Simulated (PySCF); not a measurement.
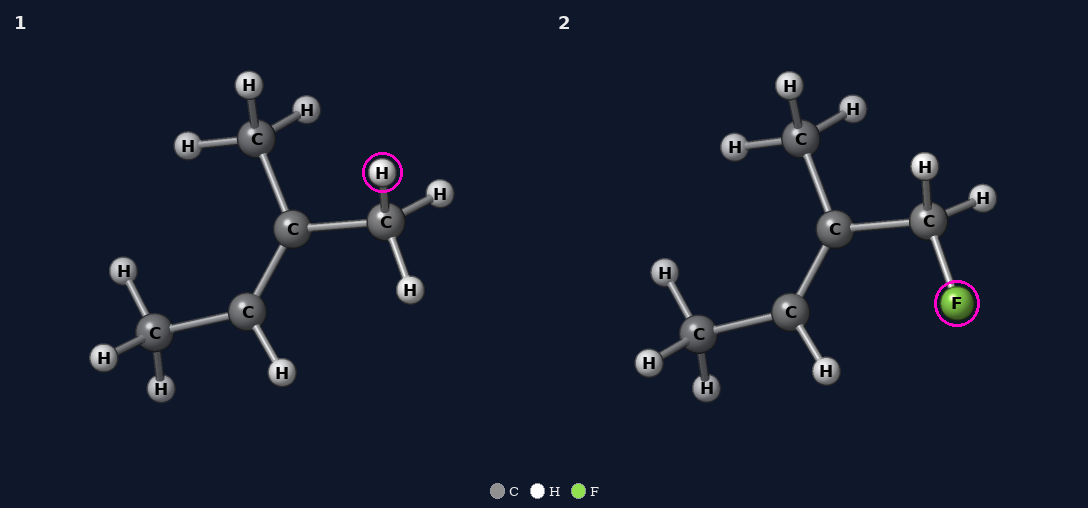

2 molecules with one skeleton, seen from the same side and at one scale; the atom that differs is circled. Charge 0, singlet. Computed geometries: PBE0-D3(BJ)/def2-SVP optimisations, one conformation each. Properties computed with PySCF 2.14.0.

One atom differs, called X below: H in panel 1, F in panel 2. Their formulas are C5H10 (`CC=C(C)C`), C5H9F (`C/C=C(\C)CF`).

In which is the lowest vertical singlet excitation larger (CAM-B3LYP/def2-SVPD)?

In panel 2 (X = F).

In which is the Hirshfeld charge of X higher (PBE0/pcSseg-1)?

In panel 1 (X = H).

Give the values. With PBE0-D3(BJ)/def2-SVP: length of X–C (Å), mean angle H–C–X (°). With PBE0/pcSseg-1: dipole moment (D), HOMO energy (Kohn–Sham orbital) (eV), HOMO–LUMO gap (eV), Hirshfeld charge of X (e), GIAO shielding of the C bonded to X (ppm). With CAM-B3LYP/def2-SVPD: mean static polarisability (bohr³), lowest vertical singlet excitation (eV).

| quantity | 1 (H) | 2 (F) | 2 − 1 |
| --- | --- | --- | --- |
| length of X–C (Å) | 1.104 | 1.368 | +0.264 |
| mean angle H–C–X (°) | 107.2 | 108.5 | +1.3 |
| dipole moment (D) | 0.22 | 1.86 | +1.64 |
| HOMO energy (Kohn–Sham orbital) (eV) | −6.60 | −6.86 | −0.26 |
| HOMO–LUMO gap (eV) | 7.41 | 7.44 | +0.03 |
| Hirshfeld charge of X (e) | 0.04 | −0.10 | −0.14 |
| GIAO shielding of the C bonded to X (ppm) | 156.1 | 98.2 | −57.9 |
| mean static polarisability (bohr³) | 64.8 | 64.5 | −0.3 |
| lowest vertical singlet excitation (eV) | 6.38 | 6.60 | +0.22 |
